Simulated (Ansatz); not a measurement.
# CH9NSn: geometry relaxation (part 2 of 2)

Continued. System: CH9NSn. Method: RKS PBE0-D4/def2-TZVP (Ansatz 0.2.0). The geometry is a transition state displaced along its imaginary mode. The reaction was set up to form Sn1–H8 and N2–H7 and to break Sn1–N2 and H7–H8 (atoms counted from 1 in the order of the input); sticks are drawn by distance alone.

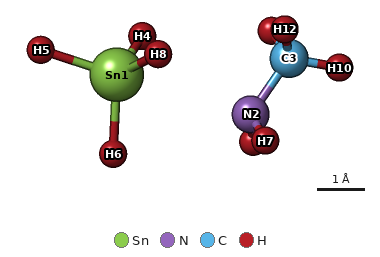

**Figure 1.** The geometry at step 21 of the log (ball-and-stick view, seen at a tilt; atoms are numbered from 1 in the order of the input).

**Trajectory as extended XYZ, continued**
```
12
Properties=species:S:1:pos:R:3:forces:R:3 step=11 energy=-8502.27088
Sn   -0.3838    1.8095    0.8500    0.0181   0.0397   0.0431
N     0.2566   -1.2115    0.2917   -0.0026  -0.0016  -0.0528
C     0.2103   -1.2204   -1.1633   -0.0316  -0.0265  -0.0467
H    -1.5473    1.2495   -0.2575   -0.0026  -0.0331  -0.0125
H    -0.6354    3.5064    1.0013   -0.0090   0.0001   0.0089
H    -0.5816    1.1441    2.4044    0.0077  -0.0252  -0.0196
H     1.2066   -1.3403    0.6172   -0.0061   0.0174   0.0124
H     1.2060    1.6251    0.2625   -0.0046  -0.0179  -0.0055
H    -0.2905   -1.9726    0.6775    0.0084   0.0700  -0.0373
H     0.6107   -2.1259   -1.6381    0.0051  -0.0167   0.0411
H    -0.8236   -1.0980   -1.4953    0.0238   0.0065   0.0338
H     0.7722   -0.3661   -1.5503   -0.0067  -0.0126   0.0350
12
Properties=species:S:1:pos:R:3:forces:R:3 step=12 energy=-8502.26689 accepted=F
Sn   -0.3739    1.7987    0.8657    0.0383  -0.2133  -0.1110
N     0.2431   -1.1015    0.2767   -0.0238  -0.3080  -0.0504
C     0.2194   -1.2337   -1.1789    0.0843  -0.1100   0.0128
H    -1.5116    1.2186   -0.2625   -0.0693   0.0810   0.0023
H    -0.6738    3.4784    1.0951    0.0100  -0.0110   0.0235
H    -0.5329    1.0046    2.3636   -0.0004   0.0838   0.0428
H     1.1807   -1.2625    0.6304   -0.0839   0.0413  -0.0244
H     1.1972    1.6257    0.2204    0.0133   0.1181   0.0471
H    -0.3571   -1.7954    0.7245    0.1798   0.2361  -0.2375
H     0.5962   -2.1970   -1.5689   -0.0831   0.2065   0.1304
H    -0.8052   -1.1046   -1.5350    0.0189   0.0028   0.0252
H     0.8180   -0.4314   -1.6311   -0.0839  -0.1273   0.1394
12
Properties=species:S:1:pos:R:3:forces:R:3 step=13 energy=-8502.27888
Sn   -0.3756    1.7874    0.8502    0.0002   0.0375   0.0210
N     0.2474   -1.1567    0.2807   -0.0097  -0.0355   0.0026
C     0.2146   -1.2312   -1.1715    0.0041   0.0206  -0.0007
H    -1.5414    1.2443   -0.2655   -0.0028  -0.0170  -0.0052
H    -0.6557    3.4772    1.0543   -0.0013  -0.0121   0.0050
H    -0.5503    1.0784    2.3881    0.0067  -0.0153  -0.0095
H     1.1895   -1.2945    0.6250   -0.0029   0.0098   0.0061
H     1.2109    1.6476    0.2402   -0.0029  -0.0075  -0.0008
H    -0.3256   -1.8831    0.6934    0.0059   0.0459  -0.0104
H     0.6019   -2.1659   -1.5968   -0.0029  -0.0059   0.0112
H    -0.8134   -1.1002   -1.5151    0.0029  -0.0025  -0.0013
H     0.7978   -0.4037   -1.5830    0.0027  -0.0179  -0.0180
12
Properties=species:S:1:pos:R:3:forces:R:3 step=14 energy=-8502.28223
Sn   -0.3798    1.7790    0.8531    0.0444   0.0145   0.0139
N     0.2494   -1.1110    0.2680   -0.0363  -0.1051   0.0008
C     0.2237   -1.2460   -1.1819    0.0471   0.0106   0.0444
H    -1.5490    1.2431   -0.2644   -0.0022   0.0060   0.0036
H    -0.6744    3.4613    1.1069   -0.0157  -0.0241  -0.0002
H    -0.5209    1.0250    2.3740   -0.0101   0.0052  -0.0027
H     1.1826   -1.2722    0.6275   -0.0249   0.0125  -0.0032
H     1.2050    1.6769    0.2286   -0.0138   0.0074  -0.0075
H    -0.3586   -1.7940    0.7084    0.0642   0.0809  -0.0598
H     0.5807   -2.2143   -1.5617   -0.0343   0.0711   0.0208
H    -0.7978   -1.0922   -1.5352    0.0077  -0.0129  -0.0181
H     0.8392   -0.4560   -1.6233   -0.0261  -0.0661   0.0079
12
Properties=species:S:1:pos:R:3:forces:R:3 step=15 energy=-8502.28111 accepted=F
Sn   -0.3598    1.7811    0.8659   -0.0838   0.0247  -0.0408
N     0.2468   -1.0905    0.2566   -0.0147  -0.1128  -0.0084
C     0.2300   -1.2621   -1.1908    0.0533   0.0060   0.0560
H    -1.5386    1.2557   -0.2474   -0.0024  -0.0180  -0.0152
H    -0.7210    3.4483    1.1434    0.0581  -0.0183   0.0086
H    -0.5087    1.0062    2.3764    0.0467   0.0024  -0.0095
H     1.1726   -1.2666    0.6289   -0.0353   0.0037  -0.0096
H     1.2127    1.7145    0.2033   -0.0323   0.0156   0.0510
H    -0.3837   -1.7450    0.7101    0.0860   0.0906  -0.0822
H     0.5638   -2.2507   -1.5414   -0.0458   0.1071   0.0288
H    -0.7847   -1.0902   -1.5561    0.0189  -0.0148  -0.0166
H     0.8708   -0.5008   -1.6489   -0.0487  -0.0860   0.0379
12
Properties=species:S:1:pos:R:3:forces:R:3 step=16 energy=-8502.28363
Sn   -0.3777    1.7805    0.8557    0.0150   0.0066   0.0060
N     0.2498   -1.1065    0.2644   -0.0114  -0.0390  -0.0040
C     0.2274   -1.2503   -1.1834    0.0185  -0.0040   0.0248
H    -1.5507    1.2434   -0.2574   -0.0013   0.0025   0.0022
H    -0.6898    3.4572    1.1198   -0.0072  -0.0089   0.0013
H    -0.5095    1.0199    2.3741   -0.0020   0.0015  -0.0011
H     1.1792   -1.2743    0.6296   -0.0112   0.0054  -0.0020
H     1.2022    1.6940    0.2186   -0.0053   0.0046  -0.0033
H    -0.3675   -1.7774    0.7063    0.0235   0.0324  -0.0238
H     0.5667   -2.2269   -1.5544   -0.0143   0.0275   0.0062
H    -0.7893   -1.0819   -1.5436    0.0047  -0.0017  -0.0089
H     0.8593   -0.4778   -1.6296   -0.0090  -0.0269   0.0026
12
Properties=species:S:1:pos:R:3:forces:R:3 step=17 energy=-8502.28476
Sn   -0.3788    1.7850    0.8620    0.0031   0.0063  -0.0021
N     0.2533   -1.0924    0.2547    0.0053   0.0007   0.0048
C     0.2374   -1.2637   -1.1893    0.0065  -0.0210  -0.0284
H    -1.5598    1.2472   -0.2432    0.0010  -0.0029   0.0046
H    -0.7206    3.4516    1.1537    0.0017  -0.0058   0.0015
H    -0.4815    1.0041    2.3731    0.0025   0.0033  -0.0076
H     1.1738   -1.2811    0.6322   -0.0165  -0.0004  -0.0034
H     1.1926    1.7341    0.2005   -0.0095   0.0015   0.0045
H    -0.3901   -1.7318    0.7048    0.0193   0.0118  -0.0168
H     0.5364   -2.2622   -1.5369   -0.0147   0.0383   0.0072
H    -0.7692   -1.0605   -1.5631    0.0318   0.0003   0.0036
H     0.9067   -0.5303   -1.6485   -0.0307  -0.0320   0.0320
12
Properties=species:S:1:pos:R:3:forces:R:3 step=18 energy=-8502.28504
Sn   -0.3795    1.7900    0.8635   -0.0081  -0.0106   0.0009
N     0.2549   -1.0894    0.2512    0.0133   0.0226   0.0104
C     0.2420   -1.2678   -1.1911   -0.0034  -0.0199  -0.0478
H    -1.5651    1.2414   -0.2314    0.0007   0.0058  -0.0010
H    -0.7336    3.4521    1.1645    0.0054  -0.0037  -0.0039
H    -0.4690    1.0025    2.3718    0.0070   0.0041  -0.0001
H     1.1708   -1.2881    0.6339   -0.0108  -0.0038  -0.0016
H     1.1872    1.7478    0.1914   -0.0076   0.0062   0.0036
H    -0.3992   -1.7168    0.7015    0.0034  -0.0060  -0.0002
H     0.5214   -2.2737   -1.5324   -0.0080   0.0206   0.0034
H    -0.7582   -1.0462   -1.5717    0.0320   0.0023   0.0086
H     0.9285   -0.5519   -1.6513   -0.0238  -0.0176   0.0276
12
Properties=species:S:1:pos:R:3:forces:R:3 step=19 energy=-8502.28522
Sn   -0.3844    1.7910    0.8679    0.0015   0.0091  -0.0095
N     0.2585   -1.0877    0.2471    0.0066   0.0289   0.0249
C     0.2494   -1.2736   -1.1937   -0.0084  -0.0092  -0.0677
H    -1.5780    1.2417   -0.2179    0.0020  -0.0104   0.0043
H    -0.7483    3.4498    1.1722   -0.0017   0.0055   0.0072
H    -0.4477    1.0032    2.3774    0.0019  -0.0014  -0.0069
H     1.1678   -1.3037    0.6361   -0.0105  -0.0033  -0.0002
H     1.1745    1.7714    0.1782   -0.0015  -0.0084   0.0010
H    -0.4114   -1.6984    0.6966    0.0012  -0.0124   0.0068
H     0.5000   -2.2890   -1.5286   -0.0058   0.0143   0.0052
H    -0.7409   -1.0231   -1.5827    0.0346  -0.0014   0.0129
H     0.9605   -0.5817   -1.6526   -0.0201  -0.0113   0.0219
12
Properties=species:S:1:pos:R:3:forces:R:3 step=20 energy=-8502.28543
Sn   -0.3851    1.7913    0.8653    0.0047  -0.0022   0.0007
N     0.2571   -1.0871    0.2484   -0.0012   0.0131   0.0162
C     0.2510   -1.2717   -1.1929   -0.0030  -0.0050  -0.0428
H    -1.5806    1.2341   -0.2144   -0.0008  -0.0013   0.0033
H    -0.7514    3.4488    1.1740   -0.0012   0.0028  -0.0015
H    -0.4386    1.0031    2.3748   -0.0011  -0.0009  -0.0009
H     1.1646   -1.3073    0.6392   -0.0069  -0.0024   0.0006
H     1.1715    1.7704    0.1707   -0.0008  -0.0005  -0.0026
H    -0.4159   -1.6965    0.6956    0.0043  -0.0063   0.0039
H     0.4964   -2.2878   -1.5286   -0.0039   0.0076   0.0049
H    -0.7360   -1.0141   -1.5843    0.0173  -0.0010   0.0075
H     0.9672   -0.5833   -1.6478   -0.0075  -0.0038   0.0107
12
Properties=species:S:1:pos:R:3:forces:R:3 step=21 energy=-8502.28555
Sn   -0.3836    1.7906    0.8647   -0.0129  -0.0107  -0.0030
N     0.2532   -1.0874    0.2500   -0.0104  -0.0119   0.0066
C     0.2550   -1.2690   -1.1924    0.0040   0.0073  -0.0038
H    -1.5883    1.2234   -0.1995   -0.0018   0.0032  -0.0030
H    -0.7564    3.4475    1.1698    0.0048   0.0006   0.0016
H    -0.4238    1.0033    2.3749    0.0058   0.0066   0.0040
H     1.1569   -1.3148    0.6455   -0.0029  -0.0021  -0.0001
H     1.1652    1.7724    0.1533    0.0006   0.0000   0.0007
H    -0.4256   -1.6953    0.6914    0.0097   0.0059  -0.0017
H     0.4914   -2.2863   -1.5295   -0.0007  -0.0013   0.0045
H    -0.7253   -0.9981   -1.5898   -0.0057  -0.0013   0.0005
H     0.9815   -0.5866   -1.6384    0.0094   0.0037  -0.0061
12
Properties=species:S:1:pos:R:3:forces:R:3 step=22 energy=-8502.28568
Sn   -0.3866    1.7888    0.8631   -0.0036  -0.0081   0.0051
N     0.2510   -1.0878    0.2507   -0.0173  -0.0289   0.0030
C     0.2602   -1.2668   -1.1925    0.0062   0.0189   0.0142
H    -1.6008    1.2150   -0.1871    0.0008   0.0053   0.0013
H    -0.7586    3.4456    1.1697    0.0014   0.0009  -0.0047
H    -0.4071    1.0092    2.3779    0.0023   0.0012   0.0000
H     1.1505   -1.3237    0.6511   -0.0053   0.0014  -0.0024
H     1.1557    1.7721    0.1371   -0.0025   0.0009  -0.0014
H    -0.4349   -1.6922    0.6867    0.0151   0.0139  -0.0076
H     0.4854   -2.2865   -1.5299    0.0002  -0.0003   0.0037
H    -0.7135   -0.9814   -1.5958   -0.0079  -0.0050  -0.0003
H     0.9987   -0.5925   -1.6309    0.0106  -0.0002  -0.0109
12
Properties=species:S:1:pos:R:3:forces:R:3 step=23 energy=-8502.28578
Sn   -0.3896    1.7868    0.8633    0.0044  -0.0071   0.0014
N     0.2474   -1.0888    0.2515   -0.0169  -0.0401   0.0020
C     0.2664   -1.2641   -1.1926    0.0053   0.0309   0.0208
H    -1.6155    1.2079   -0.1710    0.0037   0.0040   0.0071
H    -0.7598    3.4449    1.1661   -0.0002  -0.0013  -0.0019
H    -0.3878    1.0137    2.3820   -0.0017   0.0039  -0.0067
H     1.1423   -1.3327    0.6579   -0.0114   0.0051  -0.0067
H     1.1438    1.7703    0.1180   -0.0057   0.0013  -0.0001
H    -0.4456   -1.6902    0.6806    0.0187   0.0201  -0.0130
H     0.4813   -2.2859   -1.5304    0.0006   0.0050   0.0014
H    -0.7004   -0.9646   -1.6032    0.0029  -0.0105   0.0033
H     1.0176   -0.5976   -1.6224    0.0002  -0.0113  -0.0075
12
Properties=species:S:1:pos:R:3:forces:R:3 step=24 energy=-8502.28585
Sn   -0.3903    1.7847    0.8626    0.0031  -0.0022   0.0010
N     0.2433   -1.0909    0.2528   -0.0117  -0.0379  -0.0036
C     0.2700   -1.2611   -1.1921    0.0046   0.0319   0.0296
H    -1.6254    1.2044   -0.1601    0.0068   0.0023   0.0084
H    -0.7568    3.4444    1.1618   -0.0004  -0.0015  -0.0011
H    -0.3778    1.0183    2.3849   -0.0010   0.0026  -0.0100
H     1.1360   -1.3366    0.6629   -0.0112   0.0061  -0.0080
H     1.1374    1.7661    0.1053   -0.0078  -0.0012   0.0014
H    -0.4517   -1.6942    0.6761    0.0153   0.0208  -0.0142
H     0.4843   -2.2823   -1.5317    0.0024   0.0029  -0.0021
H    -0.6941   -0.9582   -1.6069    0.0040  -0.0098   0.0030
H     1.0252   -0.5948   -1.6155   -0.0042  -0.0139  -0.0044
12
Properties=species:S:1:pos:R:3:forces:R:3 step=25 energy=-8502.28595
Sn   -0.3909    1.7825    0.8623    0.0018   0.0026  -0.0041
N     0.2367   -1.0943    0.2545    0.0001  -0.0240  -0.0131
C     0.2741   -1.2566   -1.1912    0.0020   0.0217   0.0378
H    -1.6371    1.2017   -0.1466    0.0073   0.0008   0.0085
H    -0.7493    3.4454    1.1548   -0.0002  -0.0037   0.0013
H    -0.3673    1.0238    2.3881   -0.0002   0.0022  -0.0097
H     1.1275   -1.3389    0.6692   -0.0068   0.0052  -0.0066
H     1.1295    1.7564    0.0903   -0.0080  -0.0018   0.0035
H    -0.4586   -1.7021    0.6700    0.0052   0.0157  -0.0123
H     0.4936   -2.2756   -1.5335    0.0051  -0.0027  -0.0069
H    -0.6883   -0.9558   -1.6109    0.0019  -0.0043   0.0000
H     1.0303   -0.5866   -1.6070   -0.0082  -0.0117   0.0016
12
Properties=species:S:1:pos:R:3:forces:R:3 step=26 energy=-8502.28600
Sn   -0.3912    1.7823    0.8611    0.0008  -0.0001   0.0002
N     0.2322   -1.0963    0.2554    0.0085  -0.0128  -0.0178
C     0.2769   -1.2541   -1.1905   -0.0009   0.0102   0.0358
H    -1.6448    1.1996   -0.1373    0.0067   0.0028   0.0053
H    -0.7449    3.4464    1.1527    0.0006  -0.0044  -0.0014
H    -0.3597    1.0270    2.3882    0.0005   0.0015  -0.0060
H     1.1214   -1.3404    0.6736   -0.0044   0.0040  -0.0047
H     1.1246    1.7502    0.0804   -0.0084   0.0009   0.0024
H    -0.4639   -1.7065    0.6657   -0.0012   0.0110  -0.0093
H     0.5007   -2.2716   -1.5344    0.0054  -0.0036  -0.0084
H    -0.6846   -0.9553   -1.6137    0.0028  -0.0010  -0.0012
H     1.0334   -0.5814   -1.6014   -0.0103  -0.0087   0.0053
12
Properties=species:S:1:pos:R:3:forces:R:3 step=27 energy=-8502.28606
Sn   -0.3916    1.7822    0.8618    0.0010   0.0054  -0.0052
N     0.2270   -1.0987    0.2556    0.0165   0.0050  -0.0172
C     0.2803   -1.2527   -1.1900   -0.0047  -0.0077   0.0217
H    -1.6520    1.2003   -0.1273   -0.0002  -0.0009   0.0018
H    -0.7392    3.4477    1.1508   -0.0013  -0.0017   0.0020
H    -0.3512    1.0300    2.3897    0.0012  -0.0012  -0.0004
H     1.1141   -1.3421    0.6783   -0.0002   0.0007   0.0003
H     1.1177    1.7466    0.0696   -0.0009  -0.0015   0.0016
H    -0.4708   -1.7100    0.6604   -0.0093   0.0012  -0.0022
H     0.5113   -2.2683   -1.5351    0.0036  -0.0029  -0.0060
H    -0.6808   -0.9590   -1.6175    0.0025   0.0037  -0.0032
H     1.0354   -0.5760   -1.5963   -0.0081   0.0001   0.0067
12
Properties=species:S:1:pos:R:3:forces:R:3 step=28 energy=-8502.28614
Sn   -0.3921    1.7840    0.8615   -0.0010  -0.0070  -0.0008
N     0.2222   -1.0992    0.2550    0.0156   0.0052  -0.0087
C     0.2863   -1.2525   -1.1898   -0.0059  -0.0105   0.0014
H    -1.6636    1.1975   -0.1103   -0.0015   0.0000  -0.0024
H    -0.7407    3.4484    1.1535    0.0027   0.0015   0.0005
H    -0.3332    1.0318    2.3888    0.0014   0.0017   0.0022
H     1.1040   -1.3489    0.6850   -0.0055  -0.0002   0.0003
H     1.1079    1.7459    0.0523   -0.0020   0.0046   0.0010
H    -0.4840   -1.7050    0.6533   -0.0052  -0.0006   0.0008
H     0.5165   -2.2687   -1.5345   -0.0005   0.0019  -0.0009
H    -0.6704   -0.9549   -1.6251    0.0099   0.0015   0.0014
H     1.0472   -0.5785   -1.5897   -0.0080   0.0019   0.0053
12
Properties=species:S:1:pos:R:3:forces:R:3 step=29 energy=-8502.28615
Sn   -0.3956    1.7839    0.8601    0.0133  -0.0080   0.0110
N     0.2164   -1.1002    0.2541    0.0088  -0.0006   0.0056
C     0.2945   -1.2527   -1.1896   -0.0052  -0.0080  -0.0209
H    -1.6807    1.1908   -0.0901    0.0040   0.0065   0.0017
H    -0.7383    3.4482    1.1586   -0.0087   0.0045  -0.0056
H    -0.3086    1.0369    2.3891   -0.0023  -0.0019  -0.0032
H     1.0906   -1.3599    0.6940   -0.0167   0.0013  -0.0029
H     1.0933    1.7512    0.0298   -0.0057  -0.0020  -0.0029
H    -0.5020   -1.6974    0.6440    0.0080   0.0025  -0.0004
H     0.5222   -2.2699   -1.5340   -0.0049   0.0069   0.0055
H    -0.6556   -0.9481   -1.6352    0.0178  -0.0023   0.0079
H     1.0639   -0.5830   -1.5807   -0.0084   0.0012   0.0042
12
Properties=species:S:1:pos:R:3:forces:R:3 step=30 energy=-8502.28621
Sn   -0.3933    1.7837    0.8620   -0.0026  -0.0052   0.0000
N     0.2174   -1.0988    0.2535    0.0033  -0.0058   0.0083
C     0.2943   -1.2536   -1.1900   -0.0030   0.0001  -0.0177
H    -1.6776    1.1922   -0.0903    0.0025  -0.0002   0.0009
H    -0.7441    3.4470    1.1580    0.0012   0.0029   0.0009
H    -0.3087    1.0344    2.3901    0.0015   0.0021  -0.0047
H     1.0911   -1.3603    0.6934   -0.0138   0.0006  -0.0031
H     1.0942    1.7534    0.0296   -0.0030  -0.0004   0.0027
H    -0.5023   -1.6938    0.6447    0.0099   0.0048  -0.0018
H     0.5189   -2.2718   -1.5333   -0.0039   0.0062   0.0051
H    -0.6549   -0.9465   -1.6356    0.0139  -0.0036   0.0075
H     1.0651   -0.5862   -1.5820   -0.0060  -0.0015   0.0020
12
Properties=species:S:1:pos:R:3:forces:R:3 step=31 energy=-8502.28622
Sn   -0.3941    1.7832    0.8618    0.0004   0.0007   0.0002
N     0.2178   -1.0984    0.2534   -0.0005   0.0026   0.0012
C     0.2949   -1.2533   -1.1903   -0.0006  -0.0027   0.0028
H    -1.6785    1.1913   -0.0898   -0.0001  -0.0003  -0.0001
H    -0.7438    3.4469    1.1582    0.0000  -0.0008  -0.0002
H    -0.3077    1.0342    2.3894    0.0001   0.0001   0.0001
H     1.0906   -1.3606    0.6940    0.0008  -0.0009  -0.0014
H     1.0930    1.7528    0.0289    0.0000   0.0005  -0.0001
H    -0.5022   -1.6928    0.6445    0.0000  -0.0002  -0.0012
H     0.5173   -2.2719   -1.5328    0.0000   0.0007  -0.0007
H    -0.6536   -0.9446   -1.6352    0.0000   0.0000  -0.0015
H     1.0664   -0.5871   -1.5822   -0.0001   0.0004   0.0008
```

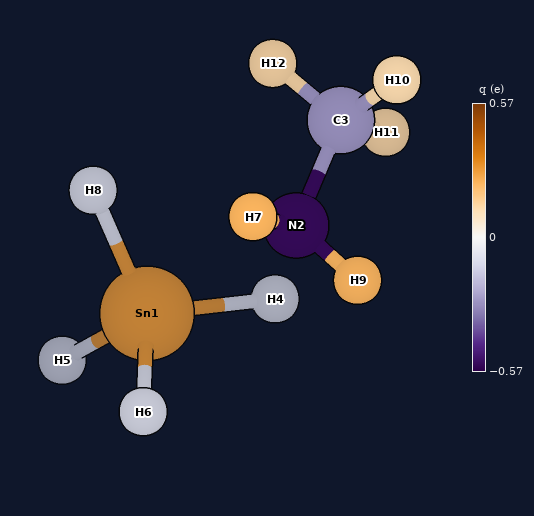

**Figure 2.** Mulliken charges, as the colour of each atom (ball-and-stick view, seen at a tilt; atoms are numbered from 1 in the order of the input). By element: Sn +0.29, N −0.54, C −0.27 and H −0.10 to +0.23 e.

This output came from the following input.

**Input**
```yaml
crystal:
  periodic: [false, false, false]
  atoms:
    - {symbol: Sn, position_ang: [-0.499639, 1.235476, 0.906461]}
    - {symbol: N, position_ang: [0.224412, -0.748450, 0.163762]}
    - {symbol: C, position_ang: [0.183011, -0.990103, -1.284748]}
    - {symbol: H, position_ang: [-2.158037, 0.834617, 0.375425]}
    - {symbol: H, position_ang: [-0.060815, 2.530688, -0.089230]}
    - {symbol: H, position_ang: [-0.622272, 1.370637, 2.584026]}
    - {symbol: H, position_ang: [1.004828, -0.395102, 0.501031]}
    - {symbol: H, position_ang: [1.562951, 0.815164, 1.144049]}
    - {symbol: H, position_ang: [-0.165317, -1.538359, 0.679696]}
    - {symbol: H, position_ang: [0.647857, -1.941430, -1.537684]}
    - {symbol: H, position_ang: [-0.844111, -0.988625, -1.665444]}
    - {symbol: H, position_ang: [0.727231, -0.184713, -1.777344]}
basis:
  gaussian: {orbitals: def2-TZVP}
hamiltonian: {xc: pbe0, dispersion: d4}
relax: {f_tol: 0.005, max_steps: 200}
```

Launched with:
```bash
ansatz run in.yaml --threads 4 --pin off --events-out ev --progress --plain --max-ram 9574MiB
```

**Summary**

| quantity | value |
| --- | --- |
| outcome | converged |
| total energy | −8502.2863 eV |
| mean-field energy | −8502.1230 eV |
| dispersion energy | −0.1632 eV |
| SCF solution under orbital rotations | stable |
| largest force (length of the vector) at the end | 0.004 eV/Å |
| dipole moment | 2.84 D |
| hardware | 4 threads of Arm Neoverse V2, 23 GiB of memory available, shared host |
| wall time | 74 s (CPU time 4.5 min) |
| peak memory | 0.39 GiB |
